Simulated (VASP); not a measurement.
Band structure of ZnF2 (rutile). Calculation: vdW-DF2, VASP's PBE PAW potentials (set 64) (plane waves; VASP).

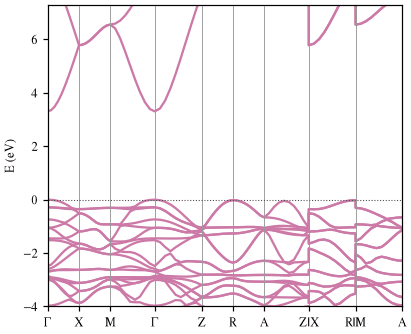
Bands along high-symmetry lines, zero at the valence-band maximum or, without a gap, the Fermi level

Question: Read the plot: is there a gap, and where are the band edges?

Answer: The gap is direct, 3.31 eV, from the valence maximum at Γ to the conduction minimum at Γ. (Edges off the drawn lines would not show.)

Measured: gap 7.50 eV (computed value off by -4.19 eV), as given by Dominik Kurzydłowski et al., Inorganic Chemistry (2020), arXiv:1912.01850 [midpoint of the printed range].

The compound is ZnF2 in the rutile structure. It was relaxed first, which changed the volume by +9 %.
